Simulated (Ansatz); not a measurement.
# From C to Sn: the dipole moment

One atom is swapped for its congeners: C2H6 (ethane) `CC`; SiH3(CH3) (methylsilane); GeH3(CH3) (methyl germane); SnH3(CH3). All are singlets with charge 0.

Shapes, held fixed at every level: PBE0-D4/def2-TZVP. Programs: Ansatz 0.2.0. Values in D.

```json
{"level": "PBE-D4/def2-TZVPP", "C2H6": "0.00", "SiH3(CH3)": "0.85", "GeH3(CH3)": "0.74", "SnH3(CH3)": "0.81"}
{"level": "r2SCAN-D4/def2-TZVPP", "C2H6": "0.00", "SiH3(CH3)": "0.86", "GeH3(CH3)": "0.75", "SnH3(CH3)": "0.81"}
{"level": "B3LYP-D4/def2-TZVPP", "C2H6": "0.00", "SiH3(CH3)": "0.80", "GeH3(CH3)": "0.72", "SnH3(CH3)": "0.79"}
{"level": "wB97M-V/def2-TZVPP", "C2H6": "0.00", "SiH3(CH3)": "0.81", "GeH3(CH3)": "0.69", "SnH3(CH3)": "0.73"}
{"level": "measured", "C2H6": "0.00", "SiH3(CH3)": "0.74", "GeH3(CH3)": "0.64", "SnH3(CH3)": "–"}
```

At wB97M-V/def2-TZVPP the dipole moment isn't monotonic: it is largest for Si and smallest for C (0.81 and 0.00 D). Every level shows the same order. Measured values: NIST CCCBDB. For atoms past krypton def2 sets carry core potentials with scalar relativity. Relativity is left out for Ge unless named. Magnitudes only: a dipole under 1 D may point either way.

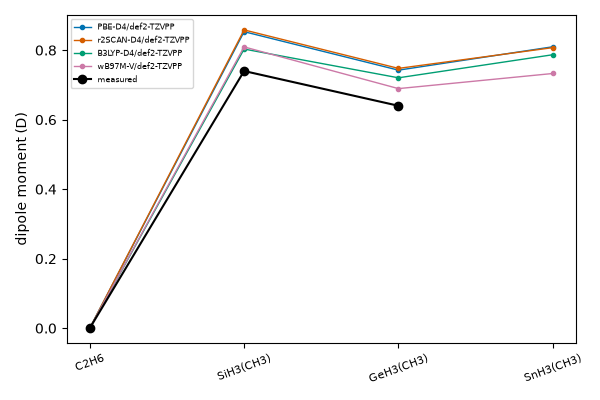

The trend along the series, level by level.
